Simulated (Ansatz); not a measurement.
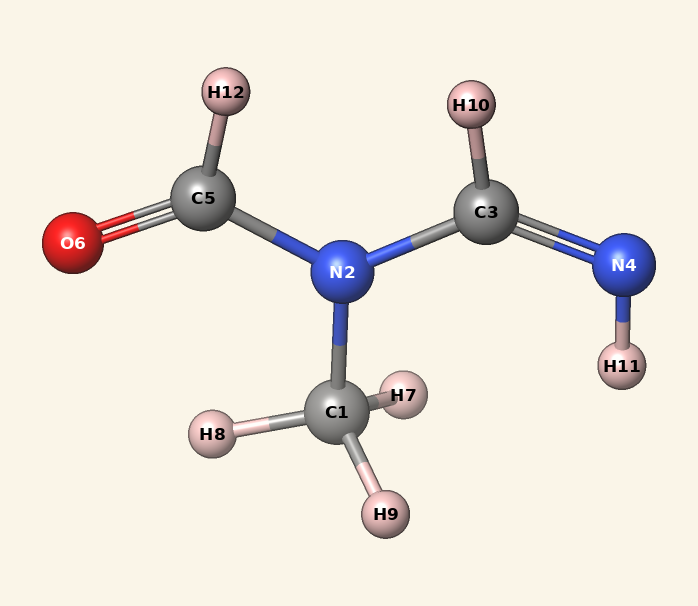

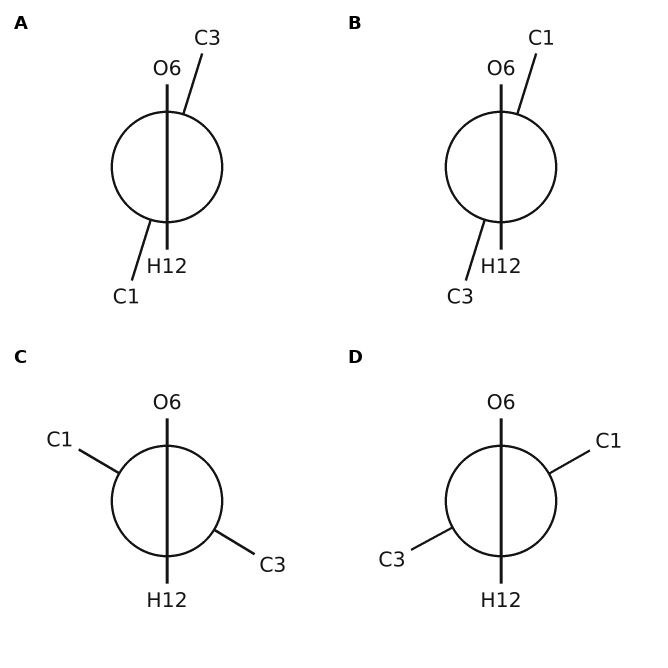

Depth is shown by fading: the farther an atom, the more it takes the colour of the background. Bonds that would overlap in a projection are set slightly apart. The geometry was computed by an optimisation with PBE-D4/def2-SVP. No frequency run is at hand to confirm it as a minimum.

Which Newman projection shows the view along C5–N2, with C5 in front?

Answer. B. The torsion angle O6–C5–N2–C1 is 0°, synperiplanar (eclipsed).
